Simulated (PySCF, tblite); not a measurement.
# C₄H₁₁BO₂Si: geometry, infrared bands and NMR shifts

Wanted: the infrared bands and NMR shifts of C₄H₁₁BO₂Si (`C=C(CC)[SiH2]B(O)O`), by calculation.

The runs use tblite 0.8.0 and PySCF 2.14.0, with density-fitted response routines of our own; the level of theory stands in each step. All values are computed, except where a source is named. Atoms count from 0, in the outputs and in this text.

**1. The starting structure**

19 atoms, charge 0, multiplicity 1; geometry from: force field or distance geometry start.

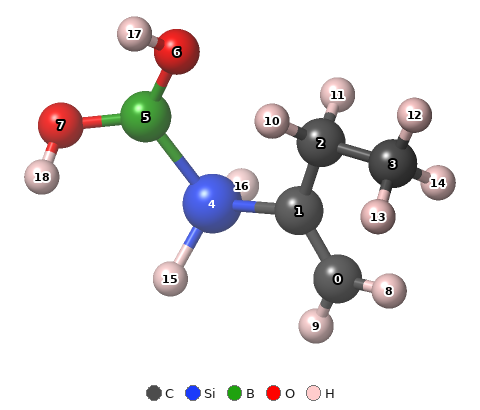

As it starts; carbon dark grey, silicon blue, boron green, oxygen red, hydrogen pink, atoms numbered.

**2. Relaxing the molecule with GFN2-xTB**

What the job is given:

```
{"job": {"kind": "relax", "xc": "GFN2-xTB", "basis": "xTB"}, "charge": 0, "multiplicity": 1}
C      1.064200    -1.723500     0.836600
C      0.417300    -0.730800     0.211800
C      1.053700     0.521800    -0.218200
C      2.505700     0.464000     0.154500
Si    -1.376600    -0.965500    -0.096600
B     -2.244100     0.745300    -0.450800
O     -1.474400     1.903800    -0.904500
O     -3.584500     0.986400     0.064500
H      2.117000    -1.709200     1.086100
H      0.498200    -2.606200     1.124600
H      0.541200     1.428000     0.185000
H      0.982100     0.535100    -1.346400
H      3.066400     1.352100    -0.160700
H      2.554800     0.293800     1.255200
H      2.918500    -0.464900    -0.324000
H     -1.963200    -1.641100     1.072500
H     -1.488500    -1.780700    -1.319300
H     -1.892600     2.714400    -0.511600
H     -3.704900     0.686500     1.013600
```

Launch:

```
> OMP_NUM_THREADS=1 python probes_run.py task.json out
```

This one command runs all jobs of the session in turn.

The log of the run:

```text
step      E/eV     max force
  0    -687.28145    3.229
  1    -687.68896    1.919
  2    -687.85443    1.736
  3    -687.93899    1.070
  4    -688.05075    0.847
  5    -688.13027    1.177
  6    -688.22520    1.292
  7    -688.30475    0.939
  8    -688.37178    0.581
  9    -688.40852    0.592
 10    -688.43776    0.650
 11    -688.45749    0.483
 12    -688.47682    0.293
 13    -688.48655    0.287
 14    -688.49251    0.200
 15    -688.49717    0.154
 16    -688.50094    0.186
 17    -688.50551    0.219
 18    -688.50958    0.153
 19    -688.51320    0.150
 20    -688.51672    0.147
 21    -688.52022    0.153
 22    -688.52346    0.128
 23    -688.52615    0.133
 24    -688.52812    0.091
 25    -688.52972    0.114
 26    -688.53105    0.096
 27    -688.53207    0.078
 28    -688.53295    0.074
 29    -688.53375    0.061
 30    -688.53435    0.056
 31    -688.53477    0.050
 32    -688.53515    0.050
 33    -688.53559    0.062
 34    -688.53610    0.067
 35    -688.53659    0.049
 36    -688.53698    0.042
 37    -688.53731    0.045
 38    -688.53762    0.052
 39    -688.53790    0.040
 40    -688.53817    0.040
 41    -688.53842    0.035
 42    -688.53867    0.044
 43    -688.53886    0.036
 44    -688.53900    0.023
 45    -688.53913    0.026
 46    -688.53931    0.043
 47    -688.53956    0.055
 48    -688.53982    0.042
 49    -688.54001    0.030
 50    -688.54013    0.030
 51    -688.54027    0.041
 52    -688.54048    0.051
 53    -688.54076    0.043
 54    -688.54105    0.043
 55    -688.54127    0.033
 56    -688.54144    0.034
 57    -688.54163    0.037
 58    -688.54188    0.039
 59    -688.54218    0.040
 60    -688.54249    0.044
 61    -688.54279    0.046
 62    -688.54308    0.038
 63    -688.54337    0.048
 64    -688.54367    0.048
 65    -688.54396    0.049
 66    -688.54423    0.050
 67    -688.54450    0.043
 68    -688.54478    0.043
 69    -688.54506    0.041
 70    -688.54528    0.036
 71    -688.54542    0.025
 72    -688.54552    0.024
 73    -688.54563    0.035
 74    -688.54577    0.047
 75    -688.54600    0.048
 76    -688.54629    0.042
 77    -688.54662    0.040
 78    -688.54700    0.058
 79    -688.54744    0.078
 80    -688.54792    0.075
 81    -688.54842    0.057
 82    -688.54883    0.053
 83    -688.54909    0.051
 84    -688.54934    0.040
 85    -688.54957    0.033
 86    -688.54981    0.032
 87    -688.54997    0.029
 88    -688.55016    0.032
 89    -688.55039    0.040
 90    -688.55079    0.050
 91    -688.55137    0.055
 92    -688.55211    0.059
 93    -688.55290    0.072
 94    -688.55363    0.094
 95    -688.55438    0.068
 96    -688.55529    0.102
 97    -688.55655    0.057
 98    -688.55700    0.053
 99    -688.55742    0.042
100    -688.55776    0.035
101    -688.55804    0.030
102    -688.55817    0.018
103    -688.55822    0.019
104    -688.55828    0.019
105    -688.55838    0.023
106    -688.55855    0.032
107    -688.55873    0.031
108    -688.55887    0.023
109    -688.55896    0.022
110    -688.55900    0.015
111    -688.55905    0.014
112    -688.55911    0.016
113    -688.55916    0.017
114    -688.55922    0.027
115    -688.55930    0.023
116    -688.55940    0.025
117    -688.55951    0.026
118    -688.55962    0.030
119    -688.55975    0.039
120    -688.55989    0.032
121    -688.56005    0.034
122    -688.56023    0.040
123    -688.56043    0.040
124    -688.56067    0.050
125    -688.56100    0.053
126    -688.56151    0.052
127    -688.56220    0.058
128    -688.56296    0.059
129    -688.56351    0.047
130    -688.56358    0.108
131    -688.56421    0.060
132    -688.56458    0.039
133    -688.56552    0.061
134    -688.56636    0.098
135    -688.56692    0.063
136    -688.56774    0.052
137    -688.56832    0.041
138    -688.56873    0.055
139    -688.56897    0.046
140    -688.56925    0.038
141    -688.56938    0.019
142    -688.56944    0.013
143    -688.56947    0.013
144    -688.56950    0.013
145    -688.56952    0.011
146    -688.56956    0.011
147    -688.56960    0.013
148    -688.56965    0.013
149    -688.56968    0.012
150    -688.56971    0.010
151    -688.56973    0.011
152    -688.56975    0.011
153    -688.56977    0.012
154    -688.56980    0.013
155    -688.56982    0.014
156    -688.56985    0.013
157    -688.56988    0.014
158    -688.56992    0.014
159    -688.56996    0.011
160    -688.56998    0.009
```

It took 3.8 s on 1 thread of Intel Xeon at 2.50GHz, shared host; peak memory 0.18 GiB.

Step by step: (not every step is listed)

```csv
step,energy from step 0 (eV),largest force (eV/Å)
0,0.0000,3.2292
1,-0.4075,1.9186
2,-0.5730,1.7358
3,-0.6575,1.0697
4,-0.7693,0.8471
5,-0.8488,1.1770
6,-0.9438,1.2921
7,-1.0233,0.9386
8,-1.0903,0.5815
22,-1.2420,0.1280
36,-1.2555,0.0419
50,-1.2587,0.0303
64,-1.2622,0.0482
78,-1.2656,0.0581
92,-1.2707,0.0590
106,-1.2771,0.0318
120,-1.2784,0.0320
134,-1.2849,0.0982
148,-1.2882,0.0134
155,-1.2884,0.0142
156,-1.2884,0.0130
157,-1.2884,0.0137
158,-1.2885,0.0142
159,-1.2885,0.0114
160,-1.2885,0.0088
```

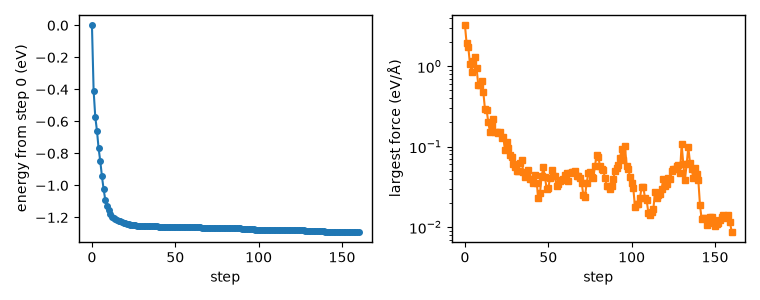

Energy and largest force along the relaxation.

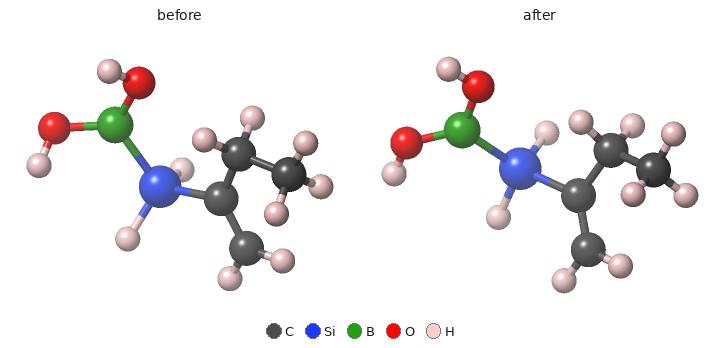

The geometry before (left) and after (right).

Distances of close pairs at the start and the end, largest changes first:

```csv
bond,before (Å),after (Å),change (Å)
B5–O6,1.463,1.351,-0.112
B5–O7,1.456,1.365,-0.091
C1–Si4,1.835,1.898,+0.063
O7–H18,1.003,0.955,-0.048
C1–C2,1.469,1.506,+0.036
C2–H11,1.131,1.094,-0.036
C3–H14,1.123,1.088,-0.036
O6–H17,0.993,0.960,-0.033
```

The next job starts from the end point, and lists it.

**3. Harmonic vibrations with GFN2-xTB**

What the job is given:

```
{"job": {"kind": "ir", "xc": "GFN2-xTB", "basis": "xTB"}, "charge": 0, "multiplicity": 1}
C      0.837834    -1.563270     1.185792
C      0.409735    -0.785181     0.200896
C      1.274964     0.234560    -0.490837
C      2.671427     0.429204     0.087597
Si    -1.382753    -0.833704    -0.421522
B     -2.311713     0.872151    -0.035329
O     -1.767183     2.010936    -0.516525
O     -3.464723     1.018727     0.680657
H      1.844324    -1.536075     1.572538
H      0.183869    -2.282821     1.650537
H      0.742200     1.190011    -0.479021
H      1.359239    -0.059772    -1.541629
H      3.196149     1.207821    -0.462381
H      2.616930     0.726692     1.132649
H      3.252215    -0.487338     0.014844
H     -2.028662    -2.005189     0.213877
H     -1.324350    -1.170906    -1.857236
H     -2.252865     2.811869    -0.304592
H     -3.866441     0.231534     1.041994
```

The log of the run:

```text
mode    cm-1     km/mol
  1      18.1      1.75
  2      40.0      0.25
  3      51.5      0.06
  4      88.7      0.34
  5     187.3      3.34
  6     216.7      3.02
  7     261.0      0.28
  8     317.9      3.18
  9     331.8      8.61
 10     347.2      5.35
 11     406.9     16.10
 12     421.8     29.00
 13     496.5     40.47
 14     561.7     57.70
 15     567.6     24.77
 16     598.4      1.88
 17     653.6     39.56
 18     667.9    205.41
 19     676.8     23.85
 20     727.2    296.71
 21     810.6    235.10
 22     821.5     32.75
 23     901.9     32.61
 24     910.1     11.12
 25     951.1    117.02
 26     964.8    149.76
 27    1052.7      7.83
 28    1079.0      1.98
 29    1087.4      1.63
 30    1168.7      1.73
 31    1201.5    387.34
 32    1249.9    145.05
 33    1256.9     29.54
 34    1349.2      0.58
 35    1404.5      0.97
 36    1428.1      0.24
 37    1472.7      3.15
 38    1506.8      1.76
 39    1514.9      1.47
 40    1682.3      6.17
 41    2114.5    453.62
 42    2156.3    322.34
 43    2937.1     33.22
 44    2963.0     24.97
 45    3025.2     46.86
 46    3030.8     42.47
 47    3036.8     23.37
 48    3083.6     41.92
 49    3100.7     49.65
 50    3561.8      8.31
 51    3661.5     13.22
```

Run time: 2.6 s. Hardware: 1 thread of Intel Xeon at 2.50GHz, shared host; peak memory 0.18 GiB.

The strongest bands and the atoms that carry them (share of the mass-weighted mode):

```csv
cm⁻¹,km/mol,atoms
668,205.4,"H17 75 %, O6 11 %"
727,296.7,"H15 26 %, Si4 23 %, H16 22 %"
811,235.1,"H15 48 %, H16 44 %"
965,149.8,"H18 31 %, H17 29 %, O6 27 %"
1202,387.3,"B5 65 %, O7 22 %"
1250,145.1,"B5 54 %, O6 18 %"
2114,453.6,H15 95 %
2156,322.3,H16 95 %
```

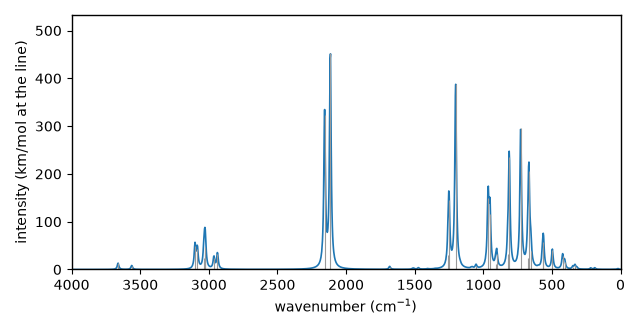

The infrared spectrum from these modes, unscaled. Lines are broadened to a width of 14 cm⁻¹ (Lorentzian).

**4. Shielding tensors: PBE0/pcSseg-1**

Settings changed since step 3:

```diff
@@ -1,2 +1,2 @@
-{"job": {"kind": "ir", "xc": "GFN2-xTB", "basis": "xTB"}, "charge": 0, "multiplicity": 1}
+{"job": {"kind": "nmr", "xc": "PBE0", "basis": "pcSseg-1"}, "charge": 0, "multiplicity": 1}
 C      0.837834    -1.563270     1.185792
```

With the program's defaults for keys left out, this is: GIAO PBE0/pcSseg-1 NMR shielding, non-relativistic, gas phase.

The log of the run:

```text
coarse grid: 16048 points
cycle   1  E = -623.1378387507  dE =  8.492e-01  |g| = 8.974e-01  |ddm| = 3.820e+00
cycle   2  E = -623.0053055650  dE =  1.325e-01  |g| = 1.243e+00  |ddm| = 1.502e+00
cycle   3  E = -623.2917813271  dE = -2.865e-01  |g| = 8.114e-02  |ddm| = 9.415e-01
cycle   4  E = -623.2930363023  dE = -1.255e-03  |g| = 3.076e-02  |ddm| = 8.683e-02
cycle   5  E = -623.2932597784  dE = -2.235e-04  |g| = 7.264e-03  |ddm| = 3.184e-02
cycle   6  E = -623.2932730326  dE = -1.325e-05  |g| = 2.006e-03  |ddm| = 1.050e-02
cycle   7  E = -623.2932739497  dE = -9.171e-07  |g| = 7.028e-04  |ddm| = 2.798e-03
final grid: 149480 points
cycle   8  E = -623.3589495901  dE = -5.424e-05  |g| = 9.623e-03  |ddm| = 3.289e-02
cycle   9  E = -623.3589363246  dE =  1.327e-05  |g| = 1.254e-02  |ddm| = 1.731e-02
cycle  10  E = -623.3589705683  dE = -3.424e-05  |g| = 1.244e-03  |ddm| = 9.990e-03
cycle  11  E = -623.3589708784  dE = -3.102e-07  |g| = 3.758e-04  |ddm| = 1.142e-03
cycle  12  E = -623.3589709100  dE = -3.161e-08  |g| = 1.354e-04  |ddm| = 4.323e-04
cycle  13  E = -623.3589709142  dE = -4.196e-09  |g| = 3.612e-05  |ddm| = 1.529e-04
cycle  14  E = -623.3589709145  dE = -2.760e-10  |g| = 7.112e-06  |ddm| = 3.578e-05
converged SCF energy = -623.3589709145

GIAO shielding tensors (ppm)
atom      isotropic    diamagn.    paramagn.     s11        s22        s33       span
  0 C       57.600     253.667    -196.067    -55.821     67.348    161.274    217.095
  1 C       31.760     263.920    -232.160    -79.022      3.633    170.667    249.689
  2 C      154.640     249.877     -95.236    139.576    154.196    170.149     30.572
  3 C      174.346     247.054     -72.709    166.083    173.303    183.650     17.568
  4 Si     425.368     883.822    -458.454    368.766    434.773    472.565    103.799
  5 B       70.563     198.467    -127.904     51.904     63.630     96.154     44.251
  6 O      192.277     389.525    -197.248     76.514    235.497    264.821    188.307
  7 O      173.959     384.795    -210.836     17.780    248.525    255.572    237.792
  8 H       25.857      32.634      -6.778     23.209     24.163     30.198      6.989
  9 H       25.920      32.138      -6.218     23.490     24.161     30.110      6.620
 10 H       28.868      33.492      -4.624     22.090     29.297     35.218     13.128
 11 H       29.515      32.015      -2.500     24.440     29.941     34.163      9.723
 12 H       30.465      28.340       2.124     25.753     28.327     37.314     11.561
 13 H       30.724      31.029      -0.306     26.938     28.645     36.588      9.650
 14 H       30.512      29.905       0.607     26.403     28.372     36.760     10.357
 15 H       27.894      31.394      -3.500     24.525     26.644     32.514      7.988
 16 H       27.519      30.014      -2.495     24.735     25.927     31.896      7.161
 17 H       26.992      29.863      -2.871     21.779     22.525     36.672     14.893
 18 H       26.795      31.396      -4.601     21.571     23.732     35.081     13.510
```

It took 2 min on 1 thread of Intel Xeon at 2.50GHz, shared host; peak memory 0.88 GiB.

The references, computed at this level on geometries of the same kind, shield at (ppm): ¹H TMS 31.72, ¹³C TMS 186.9, ²⁹Si TMS 349.2, ¹⁷O H2O 336.1, ¹¹B BF3·OEt2 100.1. Their shielding less the atom's gives the shift. The references are single molecules in the gas phase, so shifts against H2O, NH3, PH3, H3PO4 or CFCl3 are not on the usual liquid scales and can be off by tens of ppm. Atoms listed in one row are averaged.

```csv
atoms,environment,σ (ppm),δ (ppm),δ scaled to CDCl3
C1,fully substituted alkene carbon,31.8,155.2,149.5
C0,terminal =CH2 carbon,57.6,129.3,124.3
C2,allylic sp3 CH2,154.6,32.3,29.6
C3,methyl carbon,174.3,12.6,10.4
H8,hydrogen on a terminal =CH2 carbon,25.86,5.86,5.63
H9,hydrogen on a terminal =CH2 carbon,25.92,5.80,5.57
"H17, H18",hydrogen on an oxygen bonded to B,26.89,4.82,–
"H15, H16","hydrogen on a silicon bonded to C, B",27.71,4.01,–
"H10, H11",hydrogen on an allylic sp3 CH2,29.19,2.53,2.49
"H12, H13, H14",hydrogen on a methyl carbon,30.57,1.15,1.19
Si4,"silicon bonded to C, B, 2 H",425.4,-76.2,–
B5,"boron bonded to 2 O, Si",70.6,29.5,–
"O6, O7","oxygen bonded to B, H",183.1,153.0,–
```

The scaled column applies a straight-line fit of computed shieldings to shifts measured in CDCl3 (root-mean-square error 0.16 ppm for H, 1.9 ppm for C).

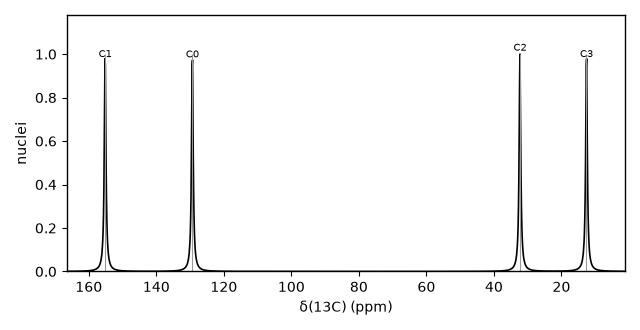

¹³C lines at the computed shifts, without couplings. Lines are broadened to a width of 0.57 ppm (Lorentzian).

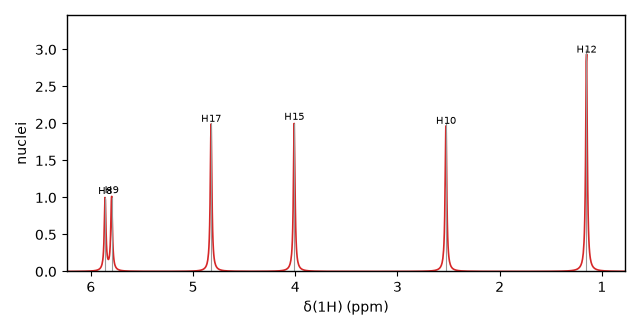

¹H lines at the computed shifts, without couplings. Lines are broadened to a width of 0.02 ppm (Lorentzian).

The run also stored atomic charges by several schemes (e):

```csv
atoms,Mulliken,IAO,Hirshfeld,ESP fit
C0,-0.09,-0.32,-0.11,-0.50
C1,-0.56,-0.22,-0.08,0.03
C2,-0.22,-0.26,-0.07,0.21
C3,-0.27,-0.42,-0.12,-0.41
Si4,0.45,0.54,0.24,0.00
B5,0.33,0.26,0.16,0.59
"O6, O7",-0.41,-0.54,-0.25,-0.69
```

Hirshfeld charges:

C0 -0.11; C1 -0.08; C2 -0.07; C3 -0.12; Si4 0.24; B5 0.16; O6 -0.24; O7 -0.26; H8 0.04; H9 0.04; H10 0.04; H11 0.04; H12 0.04; H13 0.04; H14 0.04; H15 -0.09; H16 -0.08; H17 0.18; H18 0.18

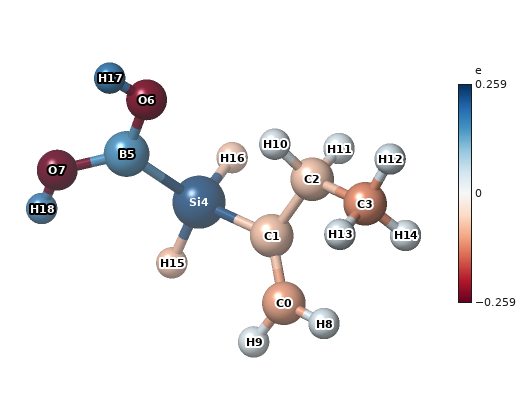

Hirshfeld charges, as colours on the atoms.

Mayer bond orders: C0–C1 1.97, C1–C2 1.02, C2–C3 1.09, C1–Si4 0.88, Si4–B5 0.91, B5–O6 1.23, B5–O7 1.19.

The fields below are evaluated on a grid from the run's orbitals.

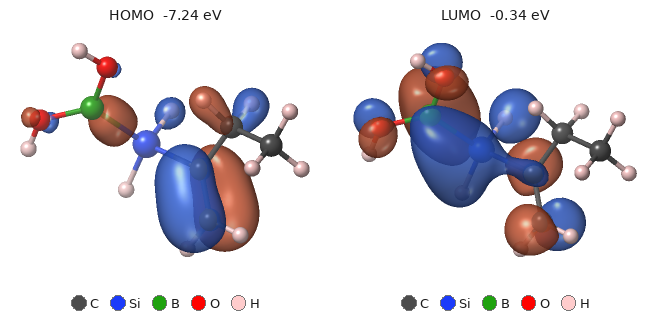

PBE0/pcSseg-1 orbitals near the gap, drawn at the value that encloses 70 % of each; the two colours are the two signs.

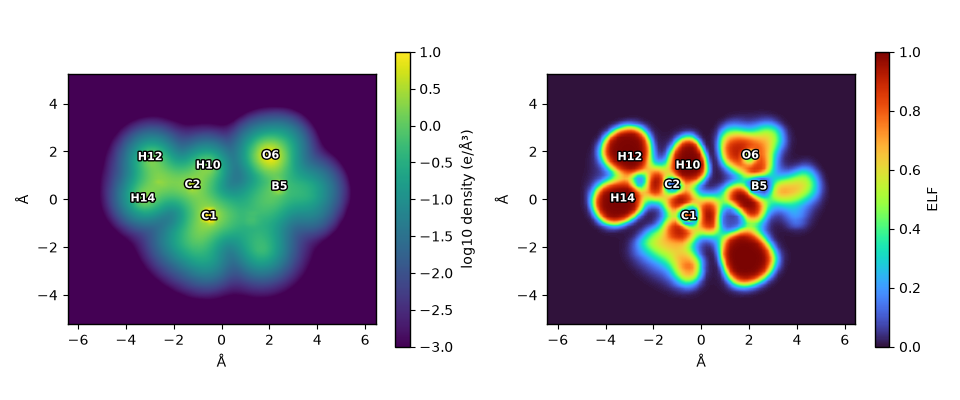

Density (left) and ELF (right) in a plane through or near 7 of the atoms.

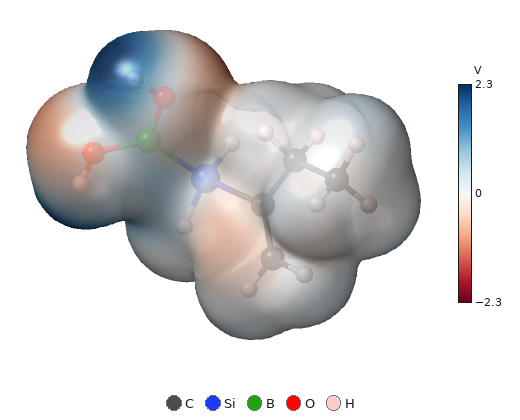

Electrostatic potential on the surface of density 0.002 e/bohr³; red is low, blue high. It runs from -0.98 V near O6 to 2.30 V near H18.

**5. What came out**

| quantity | value |
| --- | --- |
| strongest single infrared mode (GFN2-xTB) | 2114 cm⁻¹, 454 km/mol |
| zero-point energy (GFN2-xTB) | 91.7 kcal/mol |
| ¹³C shifts against TMS (PBE0/pcSseg-1) | 155.2, 129.3, 32.3, 12.6 ppm |
| ¹H shifts against TMS (PBE0/pcSseg-1, means over atoms taken as alike) | 5.86, 5.80, 4.82, 4.01, 2.53, 1.15 ppm |
| ²⁹Si shifts against TMS (PBE0/pcSseg-1) | -76.2 ppm |
| ¹¹B shifts against BF3·OEt2 (PBE0/pcSseg-1) | 29.5 ppm |
| ¹⁷O shifts against H2O (PBE0/pcSseg-1, means over atoms taken as alike) | 153.0 ppm |
| surface potential, least and greatest | -0.98 V and 2.30 V |

**Reading.** The optimisation took 160 steps and gained 1.289 eV; among the close pairs (by a distance rule), B5–O6 changed most, from 1.463 to 1.351 Å. All 51 modes are real, so the xTB geometry is a minimum. The strongest single mode, at 2114 cm⁻¹, moves mainly H15. Unscaled tight-binding wavenumbers are off by several per cent, some by more. Its intensities can rank the bands wrongly. C1 (fully substituted alkene carbon) lies farthest downfield among carbon, at 155.2 ppm; the olefinic region. At PBE0/pcSseg-1: The largest span, 250 ppm, is at C1, where the paramagnetic term is -232 ppm. By nearest atom (PBE0/pcSseg-1), the HOMO sits on C0, C1 about 33 % each and the LUMO on B5 31 %; Si4 13 %.
